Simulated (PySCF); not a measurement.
# AlH₄O₃Si (SMILES [OH][Al]([OH])[O][SiH2]) (doublet): what the fields show

Input file:

```
{"job": {"kind": "epr", "basis": "pcH-1"}, "charge": 0, "multiplicity": 2}
O     -1.345982     0.220438     1.870221
Al    -0.044092     0.519244     0.832963
O      1.112608     1.680805     1.258496
O      0.057640    -0.361658    -0.606650
Si     0.279180    -1.150832    -2.032395
H     -1.463698     0.681389     2.701980
H      1.880915     1.915754     0.737364
H      0.388757    -2.630059    -1.798352
H     -0.865778    -0.875490    -2.964013
```

Run with:

```sh
OMP_NUM_THREADS=1 python cluster_run.py task.json out
```

Geometry: PBE0-D3(BJ)/def2-SVP.

All numbers below come from PySCF 2.14.0, density-fitted response routines, UKS B3LYP, pcH-1 on Al H O Si, non-relativistic, mean-field spin-orbit, GIAO.

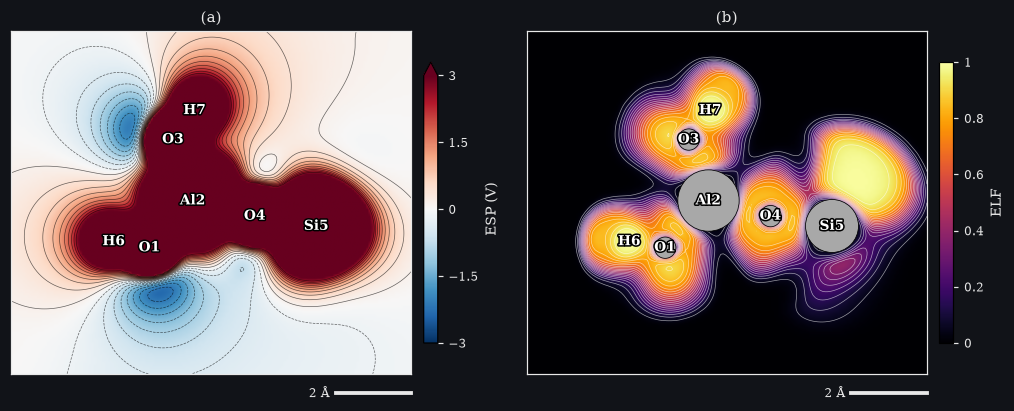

Figure 1. (a) electrostatic potential; (b) ELF on the plane of atoms Al2, O3 and H7. Grey discs cover the atomic cores in the ELF map.

What do the fields say about this system?

Answer. Atoms in the plane: O, Al, Si and H. Si–O (1.64 Å): the ELF peaks at about 0.85 between the atoms: a shared but strongly polarised pair. Al–O (1.69 Å): the ELF peaks at about 0.85 in the valence shell of O, 0.6 Å from its nucleus, and is about 0.40 at the midpoint. O–H (0.96 Å): the ELF climbs to about 1 towards the hydrogen, as it does in any bond to H: an ordinary covalent bond to hydrogen. The ELF also peaks beside O1, O4, Si5 and O3, away from the bonds: non-bonding electrons, paired or unpaired. Outside the dense part of the molecule the potential is most negative (−2.3 V) near O1.

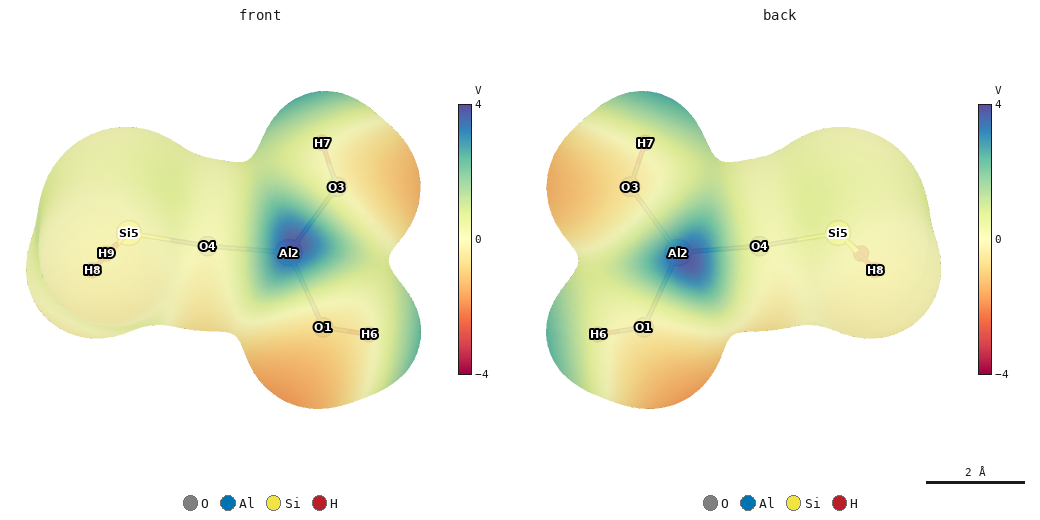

Figure 2. The electrostatic potential painted on the density surface at 0.002 e/bohr³, seen from the front and from behind; red is negative and blue positive.

Describe the electrostatic potential map.

Answer. The most negative region (about −1.7 V, or −39 kcal/mol for a unit charge) lies over O1, the most positive (about +3.6 V, or +83 kcal/mol for a unit charge) over Al2. O1 is the likeliest acceptor of a hydrogen bond.
